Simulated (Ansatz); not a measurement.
# B2PLYP/6-31G run of PH3 (phosphine)

What is the energy change on altering one bond length of PH3 (phosphine) at B2PLYP/6-31G? 

Program for the calculation: Ansatz 0.2.0.

60 further runs of the same task are left out: 2 that didn't finish, 58 set aside as unsound or not needed.

### 1 Starting point

The species is PH3 (4 atoms), meant as a singlet with charge 0. As SMILES, `P`. Geometry: relaxed at PBE0-D4/def2-TZVP.

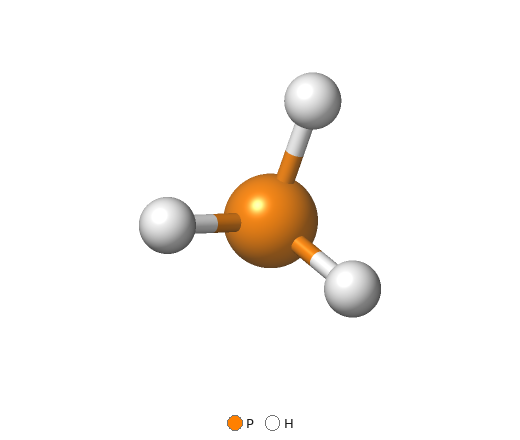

Viewed from a chosen angle; phosphorus orange, hydrogen white.

### 2 The energy at B2PLYP/6-31G

run.yaml

```yaml
crystal:
  periodic: [false, false, false]
  atoms:
    - {symbol: P, position_ang: [0.346000, -0.326500, -0.332800]}
    - {symbol: H, position_ang: [0.630900, -0.034000, 1.027000]}
    - {symbol: H, position_ang: [-1.005500, -0.663000, -0.057200]}
    - {symbol: H, position_ang: [0.028700, 1.023500, -0.636900]}
basis:
  gaussian: {orbitals: 6-31G}
hamiltonian: {xc: {name: B2PLYP}}
correlation: {frozen_orbitals: {H: 0, P: 5}}
accuracy: high
```

Started as:

```
$ ansatz run run.yaml --threads 1 --pin off --max-ram 2610MiB --events-out events.jsonl --progress --plain --runs-dir runs
```

What it wrote:

```text
Warning: RAYON_NUM_THREADS=1 ignored (pool sized by the plan → 1); use --threads N
Functional definition: B2PLYP
  name "B2PLYP"
  parameter a = 0.53
  parameter c = 0.27
  exchange = (1 - a)*b88_x + a*exact_x
  correlation = (1 - c)*lyp_c + c*(mp2_os + mp2_ss)
408 factors; integrals over basis functions are off by at most 3.9e-9 eV
mean field evaluation 1: about -9330.2131 eV, gradient 6.7e0 eV
mean field evaluation 2: about -9330.2126 eV, gradient 6.7e0 eV
mean field evaluation 4: about -9330.4161 eV, gradient 2.6e-1 eV
mean field evaluation 8: about -9330.4163 eV, gradient 3.1e-4 eV
mean field -9330.41634461 eV, -342.8864762809 hartree, gradient 2.2e-8 eV, S^2 0.000000; 0 other end points of the search recorded, 0 dependent functions left out
5 core orbitals not correlated: weight in the atoms' cores, before any rotation towards them, 1.000 or more for the frozen orbitals, at most 0.000 for the correlated occupied ones
reference -9330.41636217 eV, -342.8864769264 hartree; 4, 4 occupied and 10, 10 virtual orbitals, 408 factors
second order -2.18116609 eV of doubles, -0.00000000 eV of singles
Total energy: -9331.00527701 eV, -342.9081191477 hartree
```

Run time: 1 s. Hardware: 1 thread of Arm Neoverse V1, shared host.

### 3 The distorted shape, same level

run.yaml

```yaml
crystal:
  periodic: [false, false, false]
  atoms:
    - {symbol: P, position_ang: [0.425331, -0.664026, -0.256769]}
    - {symbol: H, position_ang: [0.710231, -0.371526, 1.103031]}
    - {symbol: H, position_ang: [-0.926169, -1.000526, 0.018831]}
    - {symbol: H, position_ang: [0.028700, 1.023500, -0.636900]}
basis:
  gaussian:
    orbitals: 6-31G
correlation:
  frozen_orbitals: {H: 0, P: 5}
accuracy: high
hamiltonian:
  xc: {name: B2PLYP}
```

Started as:

```
$ ansatz run run.yaml --threads 1 --pin off --max-ram 2610MiB --events-out events.jsonl --progress --plain --runs-dir runs
```

What it wrote (excerpt; [...] marks lines left out):

```text
Warning: RAYON_NUM_THREADS=1 ignored (pool sized by the plan → 1); use --threads N
[... 2 set-up lines as earlier in the session ...]
[...]
407 factors; integrals over basis functions are off by at most 2.6e-9 eV
[...]
mean field -9329.74132065 eV, -342.8616696082 hartree, gradient 2.4e-8 eV, S^2 0.000000; 0 other end points of the search recorded, 0 dependent functions left out
5 core orbitals not correlated: weight in the atoms' cores, before any rotation towards them, 1.000 or more for the frozen orbitals, at most 0.000 for the correlated occupied ones
reference -9329.74133869 eV, -342.8616702710 hartree; 4, 4 occupied and 10, 10 virtual orbitals, 407 factors
second order -2.41028242 eV of doubles, -0.00000000 eV of singles
Total energy: -9330.39211494 eV, -342.8855858572 hartree
```

It took 1 s on 1 thread of Arm Neoverse V1, shared host.

### 4 Results

Level: B2PLYP/6-31G, 5 core orbitals frozen.

| quantity | value |
| --- | --- |
| first shape: total energy | -342.90812 Eh |
| distorted shape: total energy | -342.88559 Eh |
| energy change with the P1–H4 bond stretched from 1.420 to 1.775 Å | 0.613 eV |

In words: With the P1–H4 bond stretched from 1.420 to 1.775 Å the energy rises by 0.61 eV (59.2 kJ/mol). The first shape isn't relaxed at this level, so the change isn't measured from a minimum.
